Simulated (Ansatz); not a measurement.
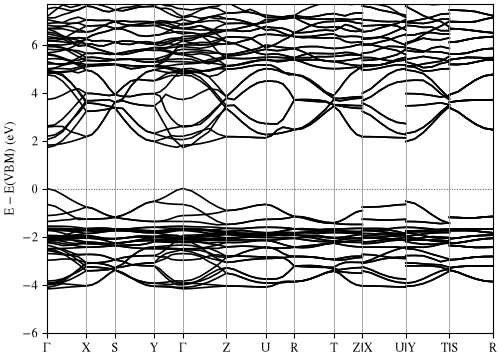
Figure: Band structure from DFT-LDA in the program Ansatz with PAW potentials

### Question
Read off the gap and where the band edges lie.

### Answer
About 1.7 eV (1.71 eV by a search for the band edges); maximum at Γ, minimum at Γ.

### Question
Pick the material that matches.
A. ZrO2, Pnma (Zr on 4c, O on 4c, O on 4c)
B. SnS, Pnma (Sn on 4c, S on 4c)
C. CsPbBr3, Pnma (Pb on 4a, Cs on 4c, Br on 8d, Br on 4c)
D. Sb2Se3, Pnma (Pearson symbol oP20)

### Answer
C, CsPbBr3, Pnma (Pb on 4a, Cs on 4c, Br on 8d, Br on 4c)

The LDA relaxation kept the symmetry of its start. Scalar-relativistic: spin–orbit coupling is off unless named, which matters more the heavier the elements.

Potentials: the later of the program's two PAW sets.
